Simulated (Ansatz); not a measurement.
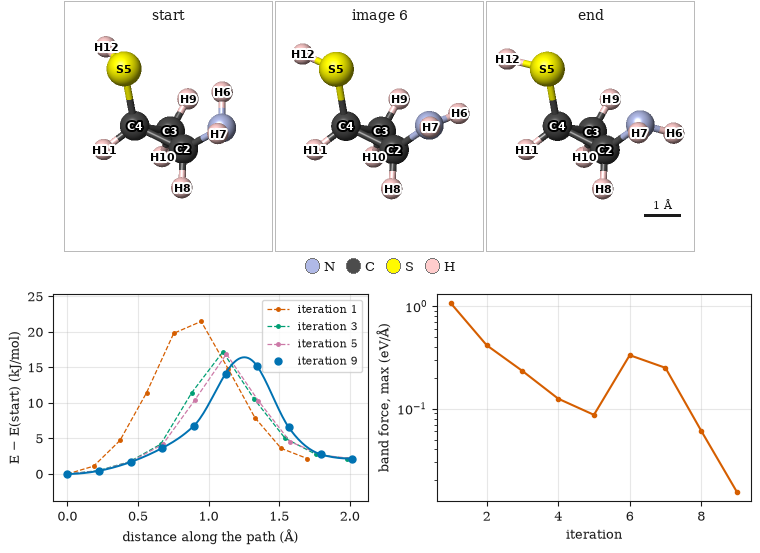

NEB run on C₃H₇NS. Images are numbered from 0 (start) to 9 (end). The plot follows the band through its iterations. The picture is a ball-and-stick view, seen from a free direction.

These are results of Ansatz, RKS B3LYP/def2-SVP, not measurements.

Input
```yaml
crystal:
  periodic: [false, false, false]
  atoms:
    - { symbol: "N", position_ang: [-1.682714, -0.37501, 0.458387] }
    - { symbol: C, position_ang: [-0.31043, -0.769742, 0.343258] }
    - { symbol: C, position_ang: [0.774656, 0.103673, 0.886804] }
    - { symbol: C, position_ang: [0.708928, -0.132819, -0.611277] }
    - { symbol: S, position_ang: [0.129174, 1.160971, -1.723256] }
    - { symbol: H, position_ang: [-1.782315, 0.629128, 0.308782] }
    - { symbol: H, position_ang: [-2.243634, -0.830746, -0.263191] }
    - { symbol: H, position_ang: [-0.177005, -1.849265, 0.47959] }
    - { symbol: H, position_ang: [0.480904, 1.095221, 1.246081] }
    - { symbol: H, position_ang: [1.602256, -0.348009, 1.4423] }
    - { symbol: H, position_ang: [1.46216, -0.798411, -1.045785] }
    - { symbol: H, position_ang: [1.11482, 2.059911, -1.487592] }
basis:
  gaussian: { orbitals: def2-SVP }
hamiltonian:
  xc: b3lyp
neb:
  order_check: false
  images: 8
  f_tol: 0.03
  max_iterations: 60
  initial_path: idpp
  climbing: false
  final_atoms:
    - { symbol: "N", position_ang: [-1.6583777, -0.13325036, 0.2414422] }
    - { symbol: C, position_ang: [-0.32769917, -0.66691693, 0.27957343] }
    - { symbol: C, position_ang: [0.75129165, 0.17093895, 0.91861508] }
    - { symbol: C, position_ang: [0.73168805, -0.01162907, -0.57977007] }
    - { symbol: S, position_ang: [0.21656759, 1.32626793, -1.68211567] }
    - { symbol: H, position_ang: [-2.12570532, -0.24702707, 1.14049077] }
    - { symbol: H, position_ang: [-2.22610704, -0.61038487, -0.45841493] }
    - { symbol: H, position_ang: [-0.20603746, -1.75754457, 0.38790533] }
    - { symbol: H, position_ang: [0.44367846, 1.15218705, 1.2899458] }
    - { symbol: H, position_ang: [1.53282201, -0.32966233, 1.49833109] }
    - { symbol: H, position_ang: [1.47272302, -0.68564182, -1.01977756] }
    - { symbol: H, position_ang: [1.4719559, 1.73756509, -1.98212447] }
```

Launched with:
```bash
ansatz run input.yaml --threads 2 --pin off --max-ram 3072MiB --backend cpu --events-out ev --progress --plain --runs-dir out
```

Judge this run.

The run is converged, with reservations. The band converged in 9 iterations. The largest component of the band force went from 1.1 to 0.015 eV/Å. No image climbed, so the highest image needn't lie on the saddle point, and the true maximum along this path can be higher. The first iteration put the highest image at 21.5 kJ/mol. The energy climbs by 15.2 kJ/mol to image 6 and then falls by 13.0 kJ/mol, so the end point sits at +2.2 kJ/mol.

Cost: 3 min on 2 threads of Arm Neoverse V2, on a shared host, peak memory 0.26 GiB.
